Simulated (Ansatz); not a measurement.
Input file:

```
crystal:
  lattice:
    - [0.0, 4.0138233875, 4.0138233875]
    - [4.0138233875, 0.0, 4.0138233875]
    - [4.0138233875, 4.0138233875, 0.0]
  atoms:
    - { symbol: Be, position: [0.75, 0.75, 0.75] }
    - { symbol: Zn, position: [0.5, 0.5, 0.5] }
    - { symbol: F, position: [0.6376764926, 0.6376764926, 0.6376764926] }
    - { symbol: F, position: [0.6376764926, 0.6376764926, 0.0869705221] }
    - { symbol: F, position: [0.6376764926, 0.0869705221, 0.6376764926] }
    - { symbol: F, position: [0.0869705221, 0.6376764926, 0.6376764926] }
basis:
  ecutwfc: 500
kpoints:
  mp_grid: { grid: [6, 6, 6] }
  band_path:
    path:
      - [[0.0, 0.0, 0.0], [-0.5, -0.5, 0.0], [-0.375, -0.375, 0.25]]
      - [[-0.375, 0.0, 0.375], [0.0, 0.0, 0.0], [0.0, 0.0, 0.5], [-0.5, -0.25, 0.25], [-0.5, -0.5, 0.0]]
    npoints: 14
hamiltonian:
  xc: r2scan
scf:
  occupations: { method: gaussian, width: 0.02 }
  n_extra_bands: 15
output:
  forces: true
  stress: true
  eigenvalues: true
  populations: true
  dos: { projected: true, de: 0.02, nscf_kmesh: { grid: [9, 9, 9] } }
  bader: true
  write_density: true
  write_potential: true
  elf: true
  volumetric_format: npy
```

Run with:

```sh
ansatz run input.yaml --threads 1 --pin off --max-ram 2560MiB --backend cpu --events-out ev --progress --plain --runs-dir out
```

Below, planes, directions and counts refer to the conventional cell (a = 8.03 Å, b = 8.03 Å, c = 8.03 Å, α = 90.00°, β = 90.00°, γ = 90.00°).

Space group F-43m; a structure generated by program, which may or may not match a known phase.

These are results of DFT r2SCAN, scalar-relativistic, plane waves, PAW (Ansatz 0.2.0), not measurements.

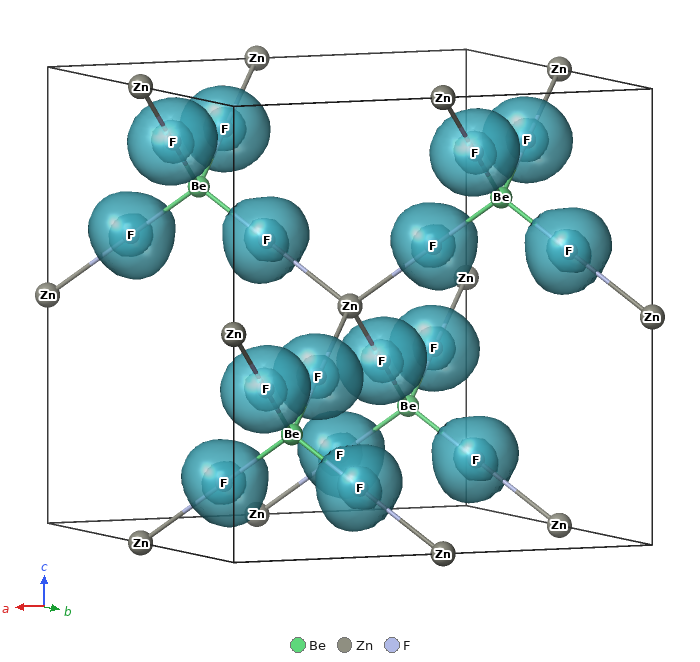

BeZnF4. Isosurface of the electron localisation function at 0.75 (cyan), seen at an oblique angle. Only the valence region is drawn (cores and ρ < 0.01 e/Å³ removed). Sticks mark near contacts.

### What do the ELF domains correspond to?

The ELF exceeds this value in 16 regions wrapped around F (the valence shell of each), counted in one cell of 24 atoms. Regions shared between cells count once. Profiles from the grid: Be–F (1.56 Å): the ELF peaks at about 0.80 in the valence shell of F, 0.6 Å from its nucleus, and is about 0.80 at the midpoint. Zn–F (1.91 Å): the ELF peaks at about 0.80 in the valence shell of F, 0.6 Å from its nucleus, and is about 0.15 at the midpoint: no localised pair shows between them.

### Which way does charge flow, and how much by Bader's partition?

Electrons move from Be and Zn towards F. Bader charges: Be +1.79, Zn +1.55 and F −0.84 e.
